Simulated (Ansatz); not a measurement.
System (SMILES): [C-]#[NH+] (C-NH).
Atoms: C1, N2, H3. Bonds: C1-N2, N2-H3.

Basis-set convergence of the optimised C1-N2 bond length at CCSD(T) with Ansatz (an electronic-structure program). The reference of a correlated method is not its basis-set limit, which lies further on. Cartesian d functions, on some or all atoms, in 6-31G*; all else is spherical. Cores are frozen. No added dispersion term, no relativity. Reference: the value in def2-QZVPP, 1.1721 Å, itself unsure by roughly 0.0001 Å (its distance from cc-pVQZ). Deviations are taken from unrounded values. Cost is core time over that of 6-311+G**, rough, on shared machines of one kind. It counts the whole optimisation.

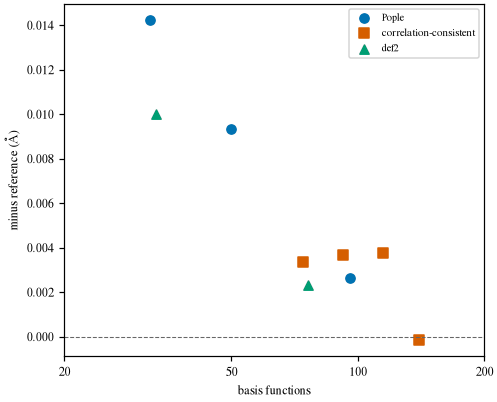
Figure: Deviation from the reference against the number of basis functions, by family of sets.

```tsv
basis	functions	optimised C1-N2 bond length (Å)	minus reference (Å)	cost
6-31G*	32	1.1864	0.0142	0.4×
def2-SVP	33	1.1821	0.0100	0.6×
6-311+G**	50	1.1815	0.0093	1×
cc-pVTZ	74	1.1755	0.0033	3×
def2-TZVPP	76	1.1745	0.0023	3×
jun-cc-pV(T+d)Z	92	1.1758	0.0037	4×
6-311++G(3df,3pd)	96	1.1748	0.0026	5×
aug-cc-pVTZ	115	1.1759	0.0037	10×
cc-pVQZ	140	1.1720	-0.0001	30×
```
